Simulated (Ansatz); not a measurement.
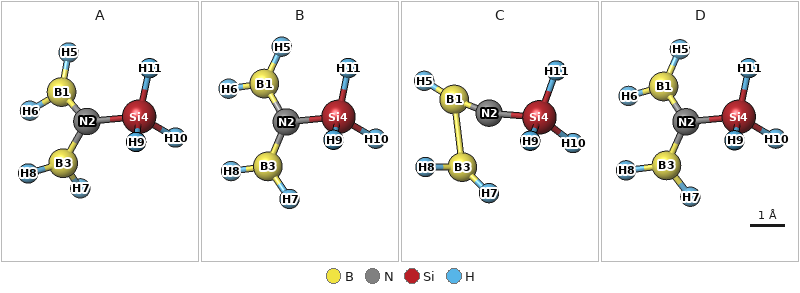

4 geometries from a converged minimum-energy path of B₂SiNH₇, shuffled. Style: ball-and-stick. Shown at a tilt.

All numbers below come from RKS B3LYP-D4/def2-SVP (Ansatz 0.2.0). Set-up: 7 movable images; climbing image; force threshold 0.03 eV/Å; iteration limit 60; starting path through a guess of the saddle point.

> Which of them lies highest in energy?

C. In order along the path, whose images run from 0 to 8: B (image 1, 0.00 eV), D (image 2, +0.26 eV), A (image 3, +0.59 eV), C (image 6, +1.56 eV). Breaking: B1–H6 (1.20 → 2.30 at the top → 2.67 Å). Forming: B1–H8 (2.77 → 2.30 at the top → 1.30 Å), B3–H6 (2.77 → 1.22 at the top → 1.21 Å).

Cost: 11 min on 2 threads of AMD EPYC 7R13 Processor (Zen 3), on a shared host, peak memory 0.22 GiB.
